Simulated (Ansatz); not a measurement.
# SiNH5 (Si(NH2)H3): methods side by side

The species is SiNH5 (7 atoms), meant as a singlet with charge 0. As SMILES, `[H][Si]([H])([H])N`. The shape is that of a GFN2-xTB optimisation.

Quantity: the vertical electron affinity (to the doublet anion), in eV. The values are calculated.

The electron affinity is E(neutral) − E(anion): positive where the electron is bound.

```csv
level,kind,program,value (eV),less FCI/STO-3G,CPU time (all runs)
SVWN5/STO-3G,LDA,Ansatz,-11.78,+1.68,2.7 s
B3LYP/STO-3G,global hybrid,Ansatz,-11.66,+1.80,5.4 s
PBE0/STO-3G,global hybrid,Ansatz,-11.80,+1.66,5.4 s
HSE06/STO-3G,range-separated hybrid,Ansatz,-11.80,+1.66,5.8 s
wB97M-V/STO-3G,range-separated hybrid,Ansatz,-12.00,+1.46,79 s
BCCD(T)/STO-3G,coupled cluster or CI,Ansatz,-13.47,-0.01,0.49 s
CCSDTQ/STO-3G,coupled cluster or CI,Ansatz,-13.46,0.00,49 s
FCI/STO-3G,exact in the basis,Ansatz,-13.46,0.00,38 s
```

FCI/STO-3G is exact within its basis and frozen core, so for wave-function methods in that basis the difference is their error; functionals converge differently with the basis, so for them it is only a difference. The values span -13.47 to -11.66 eV. All rows use very small basis sets, so none should be taken for the real molecule's value. Negative values mean that the anion is unbound at that level; they are set by how diffuse the basis is and aren't properties of the molecule, whose anion may well be bound. CPU times are rough (shared hosts, several kinds of processor and program).

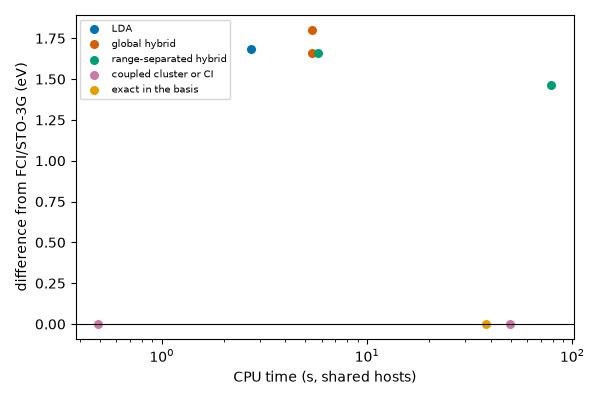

Difference from FCI/STO-3G against processor time, one point a level.
